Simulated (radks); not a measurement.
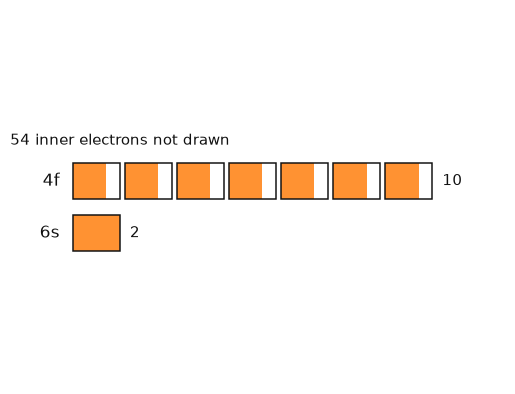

Figure 1. The outer shells as the input fills them: a box for each of the 2l + 1 orbitals, shaded by the share of the shell that is filled, with the electron count at the right.

# Dy: atomic calculation

Dy, configuration [Xe] 4f10 6s2. Level asked for: Dirac Kohn-Sham, PBEsol, spin-unpolarised, spherical densities, finite nucleus (radks).

**Input file**
```
Z 66
configuration [Xe] 4f10 6s2
relativity Dirac
functional pbe_sol,pbe_sol
spin unpolarised
j_filling average
nucleus finite rms 5.2218 fm
c 137.035999084
history 1
mixing 1
max_iterations 58
```

Energies in input and log are in hartree, lengths in bohr (the nuclear radius in fm).

Hardware: 1 thread of Arm Neoverse V2, 108 GiB of memory available, shared host.

The run was one of a batch that the task file lists, launched with:
```bash
python <driver script> task.json out
```

**Log**
```
1s1/2   1   2.0000       -1932.89041894
2s1/2   1   2.0000        -295.40734276
2p1/2   1   2.0000        -278.67608202
2p3/2   1   4.0000        -249.64942796
3s1/2   1   2.0000         -47.87442724
3p1/2   1   2.0000         -40.44450573
3p3/2   1   4.0000         -34.99409580
3d3/2   1   4.0000         -21.77378876
3d5/2   1   6.0000         -20.65092598
4s1/2   1   2.0000          -2.32313657
4p1/2   1   2.0000          -0.46045855
4p3/2   1   4.0000          -0.17408670
4d3/2   1   4.0000           0.00018423
4d5/2   1   6.0000           0.00018423
4f5/2   1   4.2857           0.00027102
4f7/2   1   5.7143           0.00027102
5s1/2   1   2.0000           0.00005386
5p1/2   1   2.0000           0.00011175
5p3/2   1   4.0000           0.00011175
6s1/2   1   2.0000           0.00021729
Etot -11568.866026244013
Ekin 12038.098564849031
Encl -25956.0284129956
Eh 2548.6396489735507
Exc -199.57582707099354
err 54.66103331503398
it 58
```

**What the run reported**

- outcome: not converged
- total energy: −11568.8660 hartree
- kinetic energy: 12038.0986 hartree
- electron–nucleus energy: −25956.0284 hartree
- Hartree energy: 2548.6396 hartree
- exchange–correlation energy: −199.575827 hartree
- SCF iterations: 58
- wall time: 2.2 s

**What went wrong**

A numerical setting was moved from its usual value: mixing history nhist = 1, mixing factor beta = 1. The run did not meet its convergence test in 58 iterations, so its last values are not results.
